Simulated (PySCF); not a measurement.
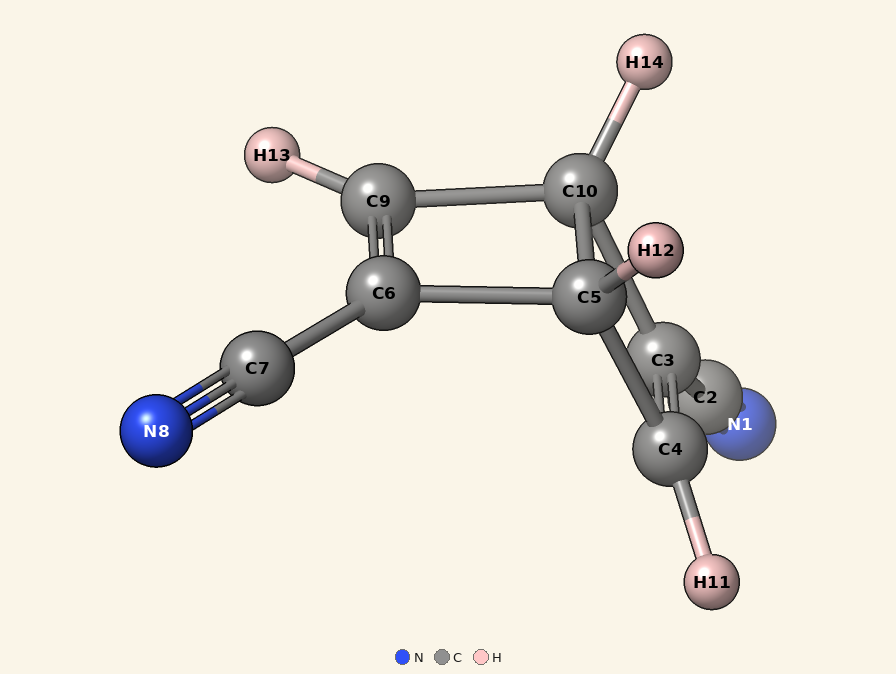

Distant atoms are faded towards the background colour. The computed structure is the end point of a GFN2-xTB optimisation. No frequency run is at hand to confirm it as a minimum.

How is the 4-membered ring C5–C6–C9–C10 puckered?

Answer. It is planar. The Cremer–Pople amplitude Q is 0.00 Å.

Give the torsion angles round the ring, beginning with the bond from its second to its third atom.

Answer. 0°, 0°, 0°, 0°.
